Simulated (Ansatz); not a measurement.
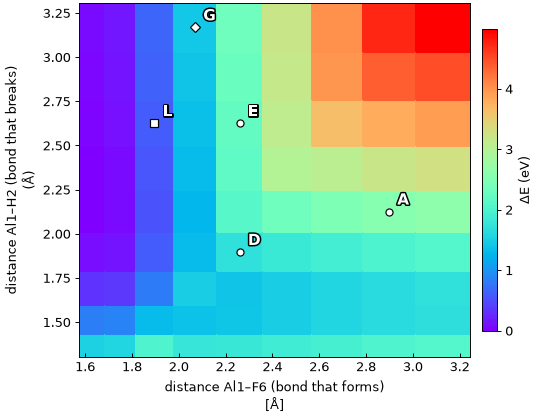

The reacting system AlFH4O2 (fragments AlH₃O₂ + FH where the first distance is long, AlFH₂O₂ + H₂ where the second is long). 
- First axis: distance Al1–F6 (bond that forms). Second axis: distance Al1–H2 (bond that breaks).
- Relaxed at each point: all other coordinates.
- Grid: 9 × 9 points.
- Points are written as (first, second).
- Energies: eV, counted from the lowest grid point.
- Energies and slopes of some neighbouring points disagree (a jump in structure or state, or too coarse a mesh). The reference is spin-restricted, so regions where a bond is pulled apart into radicals lie too high.
- These are results of Ansatz 0.2.0, RKS r2SCAN0-D4/def2-SVP, not measurements.

In the figure: one coloured cell a grid point, lettered points.

Question: Rank the lettered points by energy, lowest first.

Answer: L (0.59 eV), G (1.43 eV), D (1.69 eV), E (2.23 eV), A (2.56 eV).
